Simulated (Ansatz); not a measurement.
## Ligand exchange: CH6O2Sn + SiH(OH)2(SiH3) → CH6O3Sn + SiH2(OH)(SiH3)

Species: CH6O2Sn `C[O][SnH2][OH]`, singlet; SiH(OH)2(SiH3), singlet; CH6O3Sn `C[O][SnH]([OH])[OH]`, singlet; SiH2(OH)(SiH3) (disilanol), singlet. The partners trade H for OH: Sn–H and Si–OH bonds give way to Sn–OH and Si–H.

Shapes, held fixed at every level: PBE0-D4/def2-TZVP. Flexible molecules stand in one conformer, not always the lowest. Programs: Ansatz 0.2.0. Electronic energies: no zero-point or thermal term.

```
               level                    kind  ΔE (kJ/mol)  less CCSD(T)/def2-TZVPP
r2SCAN-D4/def2-TZVPP                meta-GGA        +71.8                     -0.1
 B3LYP-D4/def2-TZVPP           global hybrid        +73.2                     +1.3
  PBE0-D4/def2-TZVPP           global hybrid        +73.5                     +1.6
  wB97M-V/def2-TZVPP  range-separated hybrid        +75.6                     +3.7
   B2PLYP/def2-TZVPP           double hybrid        +71.9                      0.0
      MP2/def2-TZVPP     perturbation theory        +71.6                     -0.3
  CCSD(T)/def2-TZVPP   coupled cluster or CI        +71.9                      0.0
```

The highest level, CCSD(T)/def2-TZVPP, gives ΔE = +71.9 kJ/mol; the levels span +71.6 to +75.6. The column of differences is taken from that level and isn't an error. No measured value is set beside it here. For atoms past krypton def2 sets carry core potentials with scalar relativity. Outer-core shells of Sn are correlated in most correlated rows, in sets that cover them unevenly.

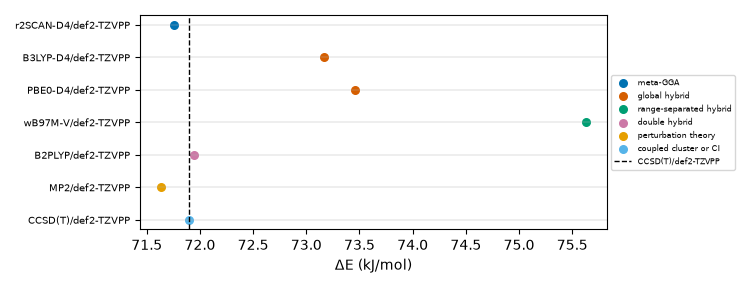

The values of the table, level by level.
